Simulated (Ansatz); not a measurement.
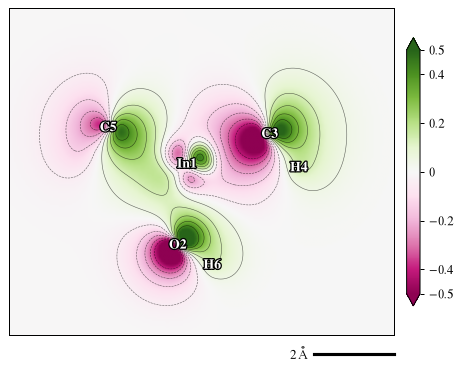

*C$_{2}$H$_{7}$InO. The HOMO on the plane of atoms C3, In1 and C5 (values in Å⁻³ᐟ²; the overall sign is arbitrary).*

Core potentials replace the inner electrons of In.

These are results of RKS B3LYP-D4/def2-SVP (Ansatz 0.2.0), not measurements.

```yaml
atoms:
  - { symbol: In, position_ang: [0.0938, -0.1579, -0.2034] }
  - { symbol: O, position_ang: [0.8359, -1.0896, -1.8438] }
  - { symbol: C, position_ang: [0.3784, 2.0011, -0.1117] }
  - { symbol: H, position_ang: [0.9164, 2.3611, -1.0002] }
  - { symbol: C, position_ang: [-0.8339, -1.6475, 1.0714] }
  - { symbol: H, position_ang: [1.2533, -0.4987, -2.4841] }
  - { symbol: H, position_ang: [-0.6001, 2.5015, -0.0523] }
  - { symbol: H, position_ang: [0.9555, 2.2566, 0.7899] }
  - { symbol: H, position_ang: [-0.6914, -1.4174, 2.1370] }
  - { symbol: H, position_ang: [-0.3945, -2.6276, 0.8385] }
  - { symbol: H, position_ang: [-1.9135, -1.6815, 0.8586] }
```

Q: Where does this orbital lie, and at what energy?

A: It lies mainly on C3 (about 30 %), O2 (about 25 %), In1 (about 20 %) and C5 (about 15 %). Its energy is −7.03 eV.
